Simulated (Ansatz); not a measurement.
## Electronic structure of C4H14Al2Cl2N2 in real space

Input file:

```
crystal:
  periodic: [false, false, false]
  atoms:
    - {symbol: C, position_ang: [-1.127916, -2.597553, 2.225413]}
    - {symbol: C, position_ang: [-0.014491, -1.616497, 1.850408]}
    - {symbol: Al, position_ang: [-0.622996, 0.216415, 1.562394]}
    - {symbol: Cl, position_ang: [-1.604981, 1.296058, 3.111918]}
    - {symbol: N, position_ang: [0.720893, 1.366645, 0.757556]}
    - {symbol: Al, position_ang: [-0.230704, 1.391875, -0.940577]}
    - {symbol: Cl, position_ang: [-0.880633, 3.386326, -1.302130]}
    - {symbol: C, position_ang: [0.677641, 0.367479, -2.332806]}
    - {symbol: C, position_ang: [1.972390, 1.006510, -2.840839]}
    - {symbol: N, position_ang: [-1.667895, 0.417402, -0.067820]}
    - {symbol: H, position_ang: [-1.635002, -2.292615, 3.144630]}
    - {symbol: H, position_ang: [-0.753017, -3.613343, 2.382854]}
    - {symbol: H, position_ang: [-1.895607, -2.660092, 1.447306]}
    - {symbol: H, position_ang: [0.752810, -1.615221, 2.634457]}
    - {symbol: H, position_ang: [0.501475, -1.967212, 0.945645]}
    - {symbol: H, position_ang: [1.661303, 0.989561, 0.727669]}
    - {symbol: H, position_ang: [0.783608, 2.280092, 1.196128]}
    - {symbol: H, position_ang: [0.885046, -0.643107, -1.953976]}
    - {symbol: H, position_ang: [-0.013441, 0.221612, -3.172217]}
    - {symbol: H, position_ang: [2.707438, 1.131592, -2.039111]}
    - {symbol: H, position_ang: [2.453576, 0.409619, -3.621447]}
    - {symbol: H, position_ang: [1.789378, 2.000094, -3.258430]}
    - {symbol: H, position_ang: [-1.949489, -0.446352, -0.517366]}
    - {symbol: H, position_ang: [-2.509374, 0.970703, 0.060342]}
basis:
  gaussian: {orbitals: def2-TZVPP}
hamiltonian: {xc: pbe0, dispersion: d4}
output: {orbitals: {seedname: orbitals}}
```

Command:

```sh
ansatz run in.yaml --threads 4 --pin off --events-out ev --progress --plain --max-ram 66560MiB --backend cuda --devices 0, --max-vram 37GiB
```

Geometry: PBE0-D4/def2-TZVP.

These are results of Ansatz 0.2.0, RKS PBE0-D4/def2-TZVPP, not measurements.

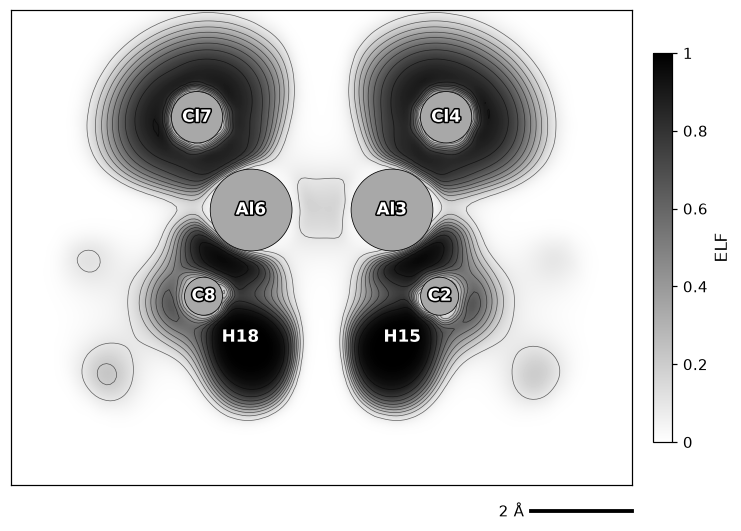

Figure 1. Electron localisation function on the plane of atoms C2, Al3 and Cl4. Grey discs cover the atomic cores.

> What do the fields say about this system?

- The plane passes through C, Al, Cl and H nuclei.
- C–Al (1.95 Å): the ELF peaks at about 0.95 between the atoms; a shared but strongly polarised pair.
- Al–Cl (2.13 Å): the ELF peaks at about 0.85 in the valence shell of Cl, 0.9 Å from its nucleus, and is about 0.80 at the midpoint.
- C–H (1.10 Å): the ELF climbs to about 1 towards the hydrogen, as it does in any bond to H (an ordinary covalent bond to hydrogen).
- The ELF also peaks beside Cl7 and Cl4, away from the bonds: lone-pair regions.

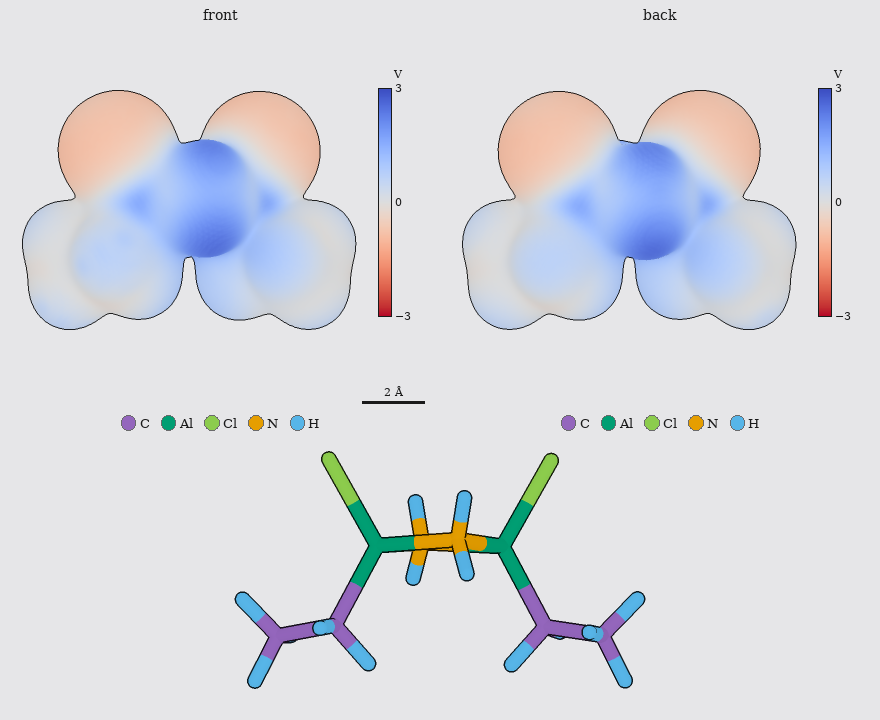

Figure 2. The electrostatic potential painted on the density surface at 0.002 e/bohr³, seen from the front and from behind; the colour scale runs from red (negative) to blue (positive). The bare structure is drawn below in the same view.

> Which sites attract a positive test charge, and which a negative one?

A positive charge is drawn to the negative regions and a negative charge to the positive ones. The most negative region (about −0.8 V) lies over Cl4 and Cl7, the most positive (about +2.4 V) over H16 and H23.

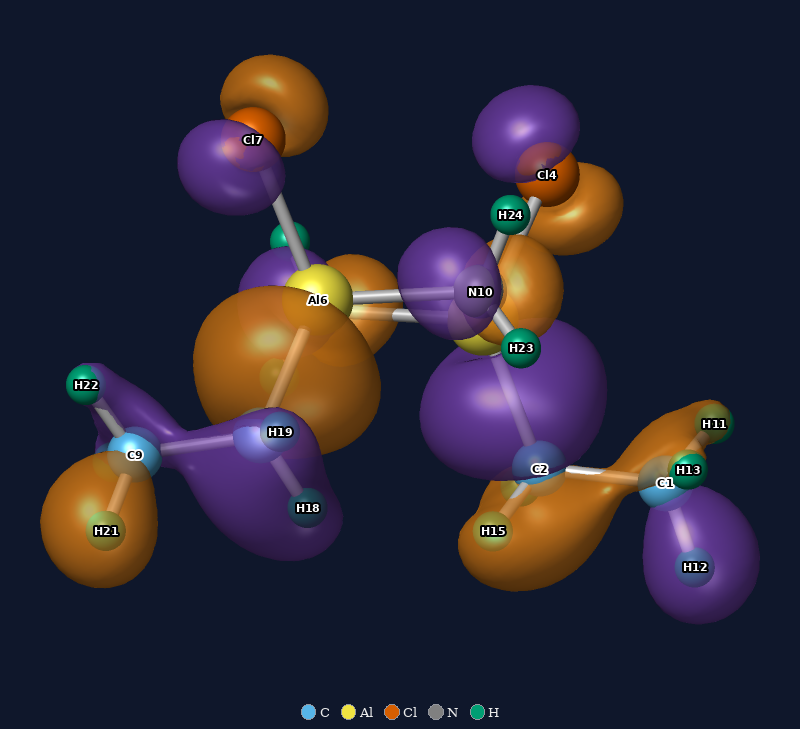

Figure 3. The HOMO at ±0.08 Å⁻³ᐟ² (orange and purple are the two phases), seen at a tilt.

> Describe this orbital and give its energy.

By Hirshfeld shares it lies mainly on C2 (about 20 %), C8 (about 20 %), Al6 (about 10 %) and Al3 (about 10 %). Its energy is −7.48 eV.

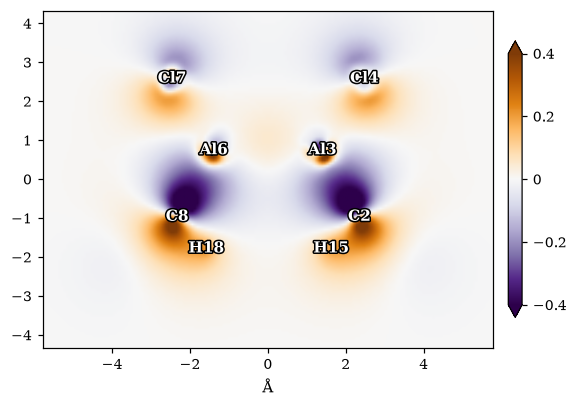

Figure 4. The HOMO−1 on the plane of atoms Cl7, Al6 and C8 (values in Å⁻³ᐟ²; the overall sign is arbitrary).

> Describe this orbital and give its energy.

By Hirshfeld shares it lies mainly on C2 (about 20 %), C8 (about 20 %), Al6 (about 10 %) and Al3 (about 10 %). Its energy is −7.76 eV.
